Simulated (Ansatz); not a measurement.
# TiPbSe3 (built on the sites of a database entry of HfPbO3): a soft mode frozen in, part 2 of 2

Aim: this structure of TiPbSe3 (built on the sites of a database entry of HfPbO3) is to be tested for unstable modes, and one is followed downhill.

Ansatz 0.2.0; DFT PBEsol, scalar-relativistic, plane waves, PAW.

So far, highest frequency on the path or at a solved wavevector (cm⁻¹): step 2 (the dispersion) 278. Also lowest frequency on the path (cm⁻¹): step 2 -122.

The structure was built from a prototype and need not be the compound's stable phase.

**5. Energy along the mode, all amplitudes (two of the runs are shown above)**

An imaginary frequency means negative curvature, so the energy should fall and then rise again as anharmonic terms take over.

Numbers from this step:

```yaml
depth_at_the_lowest_point_sampled: 117.8 meV/atom
largest_atomic_shift_at_that_point: 0.6 Å
```

Table of energy from the parent by largest atomic shift:

```csv
largest atomic shift (Å),energy from the parent (meV/atom)
0.000,0
0.040,-1.36
0.080,-5.38
0.140,-15.5
0.220,-34.1
0.320,-60.8
0.450,-93.5
0.600,-118
```

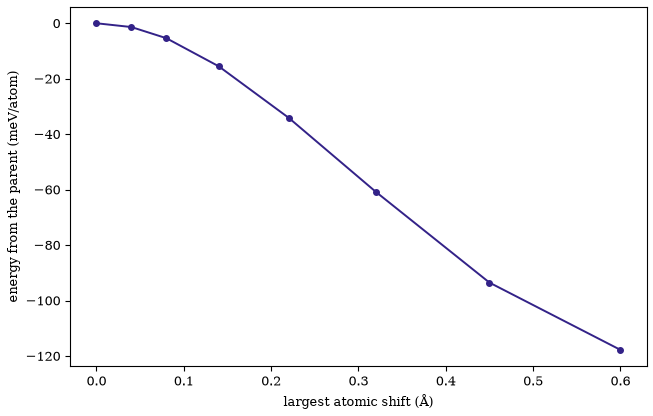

Energy from the parent against largest atomic shift.

Displacement at unit largest shift by atom:

```csv
atom,x (Å),y (Å),z (Å),size
Ti1,0.00,0.00,0.00,0.00
Ti2,0.00,0.00,0.00,0.00
Pb3,0.00,0.00,0.00,0.00
Pb4,0.00,0.00,0.00,0.00
Se5,0.00,0.00,0.00,0.00
Se6,0.00,0.00,0.00,0.00
Se7,0.00,0.00,-1.00,1.00
Se8,0.00,0.00,1.00,1.00
Se9,0.00,1.00,0.00,1.00
Se10,0.00,-1.00,0.00,1.00
```

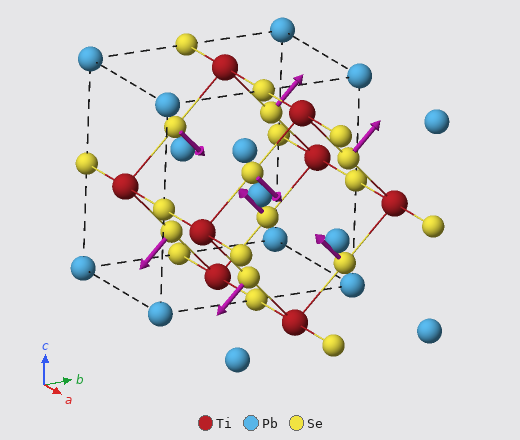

Displacement at unit largest shift as arrows, the longest 1 Å. 2×1×1 cells are drawn. Some periodic images of atoms are drawn too.

The lowest of the steps tried is the last one, at 0.6 Å, 118 meV/atom below the parent; the bottom of the well need not coincide with a step.

**6. Relaxation from the frozen mode**

Starting from the lowest point found, all atoms and the cell are let go, so that strain and other modes of the same symmetry can join in.

The input, input.yaml:

```yaml
crystal:
  lattice:
    - [-4.9321777088, 0.0, 0.0]
    - [0.0, -4.9321777088, -4.9321777088]
    - [0.0, -4.9321777088, 4.9321777088]
  atoms:
    - { symbol: Ti, position: [0.5, 0.0, 0.5] }
    - { symbol: Ti, position: [0.5, 0.5, 0.0] }
    - { symbol: Pb, position: [0.0, 0.5, 0.5] }
    - { symbol: Pb, position: [0.0, 1.0, 0.0] }
    - { symbol: Se, position: [1.0, 0.0, 0.5] }
    - { symbol: Se, position: [1.0, 0.5, 0.0] }
    - { symbol: Se, position: [0.5, 0.310825059, 0.689174941] }
    - { symbol: Se, position: [0.5, 0.689174941, 0.310825059] }
    - { symbol: Se, position: [0.5, 0.189174941, 0.189174941] }
    - { symbol: Se, position: [0.5, 0.810825059, 0.810825059] }
kpoints:
  mp_grid: { grid: [8, 6, 6] }
hamiltonian:
  xc: pbesol
scf:
  occupations: { method: methfessel_paxton, width: 0.2 }
output:
  forces: true
  stress: true
  eigenvalues: true
relax:
  adjacent_minimum: "off"
  f_tol: 0.002
  max_steps: 120
  cell: { stress_tol: 0.03 }
```

Started as:

```
ansatz run input.yaml --threads 8 --pin off --max-ram 14336MiB --backend cpu --events-out ev --progress --plain --runs-dir out
```

Numbers of over 12 decimals in the logs are rounded to 6 here.

The program printed:

```text
[...]
Crystal: 10 atoms, lattice volume = 239.964 Å³
Basis set: ecut = 420 eV, 4685 PW (Γ), exchange–correlation on 72×96×96 points (8 copies of the dense FFT grid, shifted against one another)
Bands: 89, of which v1, the nominal top of the filled ones, is band 74 counted from 1 (73 counted from 0)
Symmetry: 16 space group operations
[...]
k-points: 50 of 288
[...]
SCF iter   1: F=—  HF=-61010.016131 eV  |F-HF|=—  |Δ(HF+E_count)|=         —  Δρ=5.79e-3  dr2=1.25e-1  ethr=1.77e-3  ⟨swp⟩=6.4  Hψ=16969  notcnv=0
[...]
SCF iter   9: F=-61009.999589 eV  HF=-61009.999589 eV  |F-HF|=1.44e-8  |Δ(HF+E_count)|=   4.07e-8  S|Δr|=    0.00e0  Δρ=2.13e-6  dr2=3.24e-8  ethr=6.76e-11  ⟨swp⟩=4.0  Hψ=14932  notcnv=0
SCF 1 converged in 9 iterations: F = -61009.999589 eV  dr2 = 3.24e-8
[...]
relax step   1: F+E_penalty+E_count = -61009.99958878 eV  Δ(F+E_penalty+E_count) = +0.000e0 eV  max|allowed force component| = 2.232e-1 eV/Å  Δτ_max = 0.0000 Å  P = -1.062 GPa  Ω = 239.964 Å³  (9 SCF iters, dr2 threshold 1.00e-7 eV, accepted)
Crystal: 10 atoms, lattice volume = 232.588 Å³
Basis set: ecut = 420 eV, 4557 PW (Γ), exchange–correlation on 72×96×96 points (8 copies of the dense FFT grid, shifted against one another)
[...]
SCF iter   7: F=-61010.175029 eV  HF=-61010.175029 eV  |F-HF|=1.24e-7  |Δ(HF+E_count)|=   3.47e-7  S|Δr|=    0.00e0  Δρ=1.12e-5  dr2=6.63e-7  ethr=6.76e-10  ⟨swp⟩=6.4  Hψ=18823  notcnv=0
SCF 2 converged in 7 iterations: F = -61010.175029 eV  dr2 = 6.63e-7
[...]
relax step   2: F+E_penalty+E_count = -61010.17502912 eV  Δ(F+E_penalty+E_count) = -1.754e-1 eV  max|allowed force component| = 5.707e-2 eV/Å  Δτ_max = 0.1302 Å  P = +0.570 GPa  Ω = 232.588 Å³  energy of the carried Pulay correction = +7.666e-4 eV  (7 SCF iters, dr2 threshold 1.00e-6 eV, accepted)
Crystal: 10 atoms, lattice volume = 233.709 Å³
Basis set: ecut = 420 eV, 4569 PW (Γ), exchange–correlation on 72×96×96 points (8 copies of the dense FFT grid, shifted against one another)
[...]
SCF iter   8: F=-61010.320676 eV  HF=-61010.320676 eV  |F-HF|=2.52e-7  |Δ(HF+E_count)|=   2.58e-7  S|Δr|=    0.00e0  Δρ=7.32e-6  dr2=2.07e-7  ethr=6.76e-10  ⟨swp⟩=7.4  Hψ=20184  notcnv=0
SCF 3 converged in 8 iterations: F = -61010.320676 eV  dr2 = 2.07e-7
[...]
relax step   3: F+E_penalty+E_count = -61010.32067615 eV  Δ(F+E_penalty+E_count) = -1.456e-1 eV  max|allowed force component| = 3.548e-2 eV/Å  Δτ_max = 0.0803 Å  P = -0.557 GPa  Ω = 233.709 Å³  energy of the carried Pulay correction = +6.487e-4 eV  (8 SCF iters, dr2 threshold 1.00e-6 eV, accepted)
[...]
relax step   4: F+E_penalty+E_count = -61010.26764713 eV  Δ(F+E_penalty+E_count) = +5.303e-2 eV  max|allowed force component| = 2.006e-1 eV/Å  Δτ_max = 0.0015 Å  P = +2.051 GPa  Ω = 226.259 Å³  energy of the carried Pulay correction = +1.444e-3 eV  (9 SCF iters, dr2 threshold 1.00e-6 eV, rejected (line search))
[...]
relax step   5: F+E_penalty+E_count = -61010.33004304 eV  Δ(F+E_penalty+E_count) = -9.367e-3 eV  max|allowed force component| = 2.495e-2 eV/Å  Δτ_max = 0.0143 Å  P = -0.115 GPa  Ω = 232.073 Å³  energy of the carried Pulay correction = +8.211e-4 eV  (12 SCF iters, accepted)
[...]
relax step   6: F+E_penalty+E_count = -61010.33030284 eV  Δ(F+E_penalty+E_count) = -2.598e-4 eV  max|allowed force component| = 1.539e-2 eV/Å  Δτ_max = 0.0087 Å  P = +0.059 GPa  Ω = 231.648 Å³  energy of the carried Pulay correction = +8.661e-4 eV  (7 SCF iters, dr2 threshold 5.34e-8 eV, accepted)
[...]
relax step   7: F+E_penalty+E_count = -61010.33041534 eV  Δ(F+E_penalty+E_count) = -1.125e-4 eV  max|allowed force component| = 3.054e-4 eV/Å  Δτ_max = 0.0036 Å  P = +0.000 GPa  Ω = 231.781 Å³  energy of the carried Pulay correction = +8.520e-4 eV  (6 SCF iters, dr2 threshold 1.48e-8 eV, accepted)
Basis set: ecut = 420 eV, 4529 PW (Γ), exchange–correlation on 72×90×90 points (8 copies of the dense FFT grid, shifted against one another)
[...]
SCF iter   8: F=-61010.329818 eV  HF=-61010.329818 eV  |F-HF|=0.00e0  |Δ(HF+E_count)|=  4.37e-11  S|Δr|=    0.00e0  Δρ=3.26e-8  dr2=9.99e-12  ethr=1.00e-12  ⟨swp⟩=4.0  Hψ=15212  notcnv=0
SCF 8 converged in 8 iterations: F = -61010.329818 eV  dr2 = 9.99e-12
[...]
relax step   8: F+E_penalty+E_count = -61010.32981751 eV  Δ(F+E_penalty+E_count) = +5.978e-4 eV  max|allowed force component| = 3.012e-4 eV/Å  Δτ_max = 0.0000 Å  P = +0.003 GPa  Ω = 231.781 Å³  stress off target by 1.29e-2 GPa  SCF on the basis re-selected at this cell (its energy is not comparable with the rows above)  (8 SCF iters)
basis re-selected at this cell: Δ(F+E_penalty+E_count) = +5.978e-4 eV, ΔP = +0.003 GPa vs the last step (what re-selecting the basis moved, of the pressure what is left beyond the Pulay correction that the steps carried, after the strain that the cell walked since its last selection, with what the two solves' SCF thresholds leave and, on support functions, any second-order correction that the steps lacked; it is no measure of the basis error at this ecutwfc). The dense FFT grid was sized anew with the basis: this SCF ran on 36×45×45 points, the steps before it on 36×48×48, so part of this shift can come from that change (see relax.cell in the input reference). [rest of the remark cut]
SCF converged after 8 iterations
[...]
Free energy (F): -61010.329818 eV
[...]
Internal energy: -61010.336064 eV  (E = F + TS)
E sigma→0 (E₀):  -61010.331379 eV
Entropy (-TS):   0.006246 eV (0.625 meV/atom)
Fermi energy:    10.172225 eV
[...]
--- Forces (eV/Å), atoms counted from 1 ---
  atom   1  Ti     0.00000000     0.00000000     0.00000000
  atom   2  Ti     0.00000000     0.00000000     0.00000000
  atom   3  Pb    -0.00000000     0.00000000     0.00000000
  atom   4  Pb     0.00000000    -0.00000000     0.00000000
  atom   5  Se     0.00000000    -0.00000000    -0.00000000
  atom   6  Se     0.00000000     0.00000000     0.00000000
  atom   7  Se     0.00000000     0.00000000    -0.00030118
  atom   8  Se    -0.00000000    -0.00000000     0.00030118
  atom   9  Se    -0.00000000     0.00030118    -0.00000000
  atom  10  Se     0.00000000    -0.00030118     0.00000000
  max |Σ_I F_I| component: 8.67e-19 eV/Å
--- Stress (GPa, compression-positive) ---
        0.012888      -0.000000      -0.000000
       -0.000000      -0.001714       0.000000
       -0.000000       0.000000      -0.001714
  P = ⅓ Tr σ = 0.0032 GPa (0.032 kbar)
--- Band table (eV; the first three rows and the last of 50) ---
  k-point 0: bands = [... 70 lower, 8.6415, 8.8582, 10.0469, 10.0469, 10.3278, 10.3278, 10.3308, 10.8519, ... 11 higher]
  k-point 1: bands = [... 70 lower, 8.7368, 9.1373, 9.5198, 9.9756, 10.0758, 10.2029, 10.8068, 11.2299, ... 11 higher]
  k-point 2: bands = [... 70 lower, 8.5220, 8.7276, 9.6512, 9.7071, 10.2568, 10.5054, 11.0963, 11.3214, ... 11 higher]
  k-point 49: bands = [... 70 lower, 8.3183, 8.3183, 9.7775, 9.7775, 10.8650, 10.8650, 11.3258, 11.3258, ... 11 higher]
--- Relaxed structure (7 steps of the walk, 6 accepted, 1 SCFs on fresh bases) ---
  F+E_penalty+E_count = -61010.32981751 eV   max|allowed force component| = 3.012e-4 eV/Å   (the final SCF, on the basis selected at the relaxed cell)
  cell:  # Å, volume = 231.7810 Å³
    - [-5.271457, 0, 0]
    - [0, -4.688766, -4.688766]
    - [0, -4.688766, 4.688766]
  atoms:
    - { symbol: Ti, position: [0.5, 0.0, 0.5] }
    - { symbol: Ti, position: [0.5, 0.5, 0.0] }
    - { symbol: Pb, position: [0, 0.5, 0.5] }
    - { symbol: Pb, position: [0, 1.0, 0.0] }
    - { symbol: Se, position: [1.0, 0.0, 0.5] }
    - { symbol: Se, position: [1.0, 0.5, 0.0] }
    - { symbol: Se, position: [0.5, 0.333097, 0.666903] }
    - { symbol: Se, position: [0.5, 0.666903, 0.333097] }
    - { symbol: Se, position: [0.5, 0.166903, 0.166903] }
    - { symbol: Se, position: [0.5, 0.833097, 0.833097] }
```

Wall time 68 s (8 threads of Arm Neoverse V2, shared host); peak memory 1.7 GiB; 8.8 min of CPU time.

Relaxation path:

```csv
step,energy less that of the first step (eV),largest force component (eV/Å),pressure (GPa),volume (Å³)
1,0.0000,0.2232,-1.06,239.96
2,-0.1754,0.0571,0.57,232.59
3,-0.3211,0.0355,-0.56,233.71
4,-0.2681,0.2006,2.05,226.26
5,-0.3305,0.0250,-0.12,232.07
6,-0.3307,0.0154,0.06,231.65
7,-0.3308,0.0003,0.00,231.78
8*,-0.3302,0.0003,0.00,231.78
```

Relaxation steps marked * repeat the geometry before them on a plane-wave basis chosen anew for their cell, so energy and pressure can jump there. Relaxation step 4 was tried and not accepted.

Forces are held to the 16 operations that the run works with; a distortion that breaks them can't arise in this run.

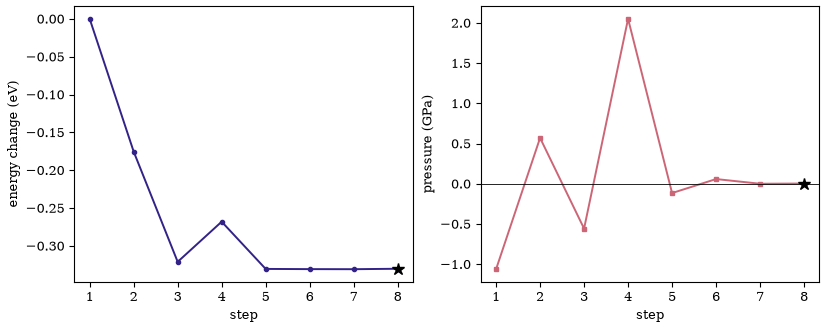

Energy and pressure along the relaxation. Stars mark steps on a basis chosen anew.

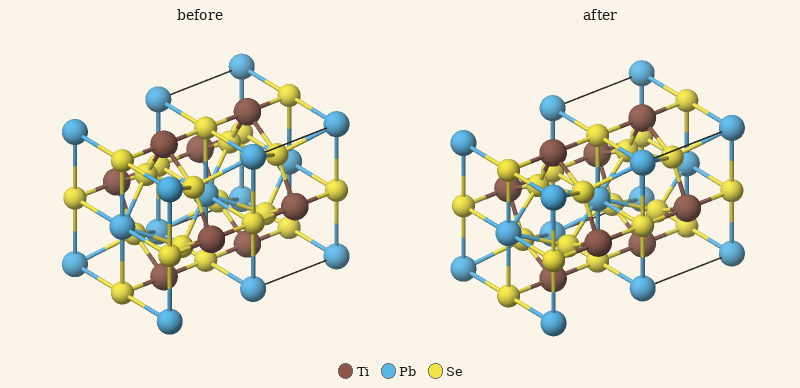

The structure before and after the relaxation, drawn at the same scale.

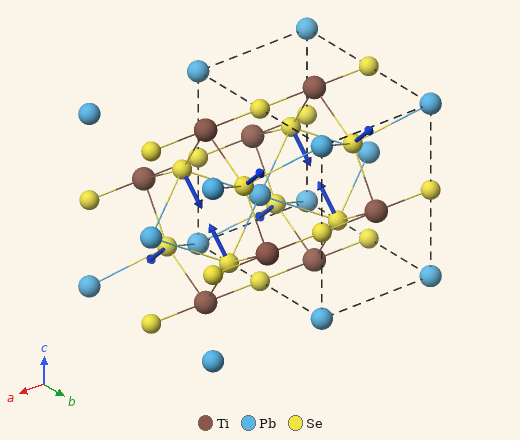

Displacements in the relaxation, exaggerated, measured against the changing cell; the longest in the cell stands for 0.21 Å. Bonds to atoms that aren't drawn are left out. 2×1×1 cells are drawn. Some periodic images of atoms are drawn too.

```csv
cell as run,before,after,change
a (Å),4.932,5.271,+6.9 %
b (Å),6.975,6.631,-4.9 %
c (Å),6.975,6.631,-4.9 %
volume (Å³/atom),24.00,23.18,-3.4 %
```

The atoms that moved most (Å, as changes of fractional coordinates times the final cell):

```csv
atom,dx,dy,dz,length
Se7,0.000,0.000,-0.209,0.209
Se8,0.000,0.000,0.209,0.209
Se9,0.000,0.209,0.000,0.209
Se10,0.000,-0.209,0.000,0.209
```

The relaxed structure:

```xyz
10
Lattice="-5.2715 0.0000 0.0000 0.0000 -4.6888 -4.6888 0.0000 -4.6888 4.6888" Properties=species:S:1:pos:R:3 pbc="T T T"
Ti   -2.6357   -2.3444    2.3444
Ti   -2.6357   -2.3444   -2.3444
Pb    0.0000   -4.6888    0.0000
Pb    0.0000   -4.6888   -4.6888
Se   -5.2715   -2.3444    2.3444
Se   -5.2715   -2.3444   -2.3444
Se   -2.6357   -4.6888    1.5651
Se   -2.6357   -4.6888   -1.5651
Se   -2.6357   -1.5651    0.0000
Se   -2.6357   -7.8124    0.0000
```

This step gave:

```
pressure        : 0.003154 GPa
volume per atom : 23.18 Å³
```

The distorted start has space group P4/mbm; the relaxation ends in P4/mbm.

**7. Results**

| Quantity | Value |
| --- | --- |
| unstable mode of the parent | q = (0, -0.5, -0.5), 122i cm⁻¹ |
| depth at the lowest point sampled | 118 meV/atom |
| largest atomic shift at that point | 0.6 Å |
| space group reached (within 0.01 Å) | P4/mbm |
| energy gained over the parent (first relaxation, on the mesh of the frozen mode) | 151 meV/atom |
| volume per atom, phase reached | 23.2 Å³ |

Along this mode the structure falls into P4/mbm, 151 meV/atom below the parent. At the parent's cell the well is 117.8 meV/atom deep on the steps tried, with its lowest point at a shift of 0.6 Å. That is the last step tried, so the steps alone don't bracket the bottom of the well. Relaxing atoms and cell changes the gain by +32.93 meV/atom against the lowest step (energies at zero smearing). The modes of the phase reached were not computed on this path. Of the 4 patterns followed to their end from this parent, this one ends 20.2 meV/atom above the lowest, Imma. Each path keeps the symmetry of its pattern, so a lower phase may lie along a pattern not tried. With no gap, or one that is small against the smearing, the frequencies hang on the k mesh and the smearing, most of all near Kohn anomalies. Spin-orbit coupling is left out, which can matter for the heavy elements here. The starting cell was built on a prototype and not taken from a measurement, so the phase need not exist.

[Logs are printed without paths, hosts, clocks, repeated set-up lines and the standing remarks that a program may print on its own settings, such as how far it seeks lower states.]

[Hosts, paths, dates, database ids (printed as entryN), source tags and the programs' standing remarks are cut or masked in the printed files.]
